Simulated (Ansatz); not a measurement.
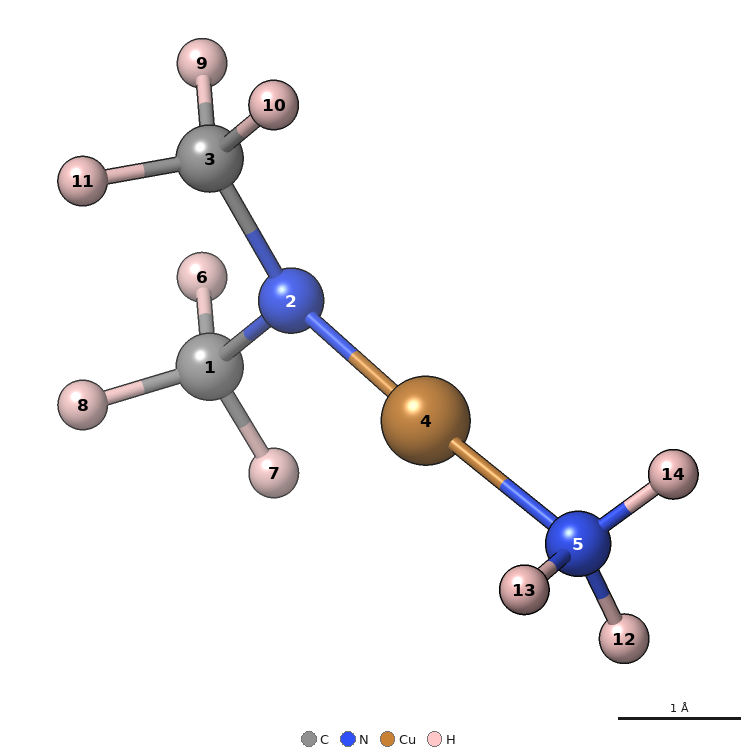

Orthographic view. Atoms fade into the background with distance from the viewer. Charge 0, singlet. The computed structure is the end point of a PBE0-D4/def2-TZVP optimisation.

Write the connection table.

C1: N2, H6, H7, H8
N2: C1, C3, Cu4
C3: N2, H9, H10, H11
Cu4: N2, N5
N5: Cu4, H12, H13, H14
(terminal hydrogens appear only as neighbours)
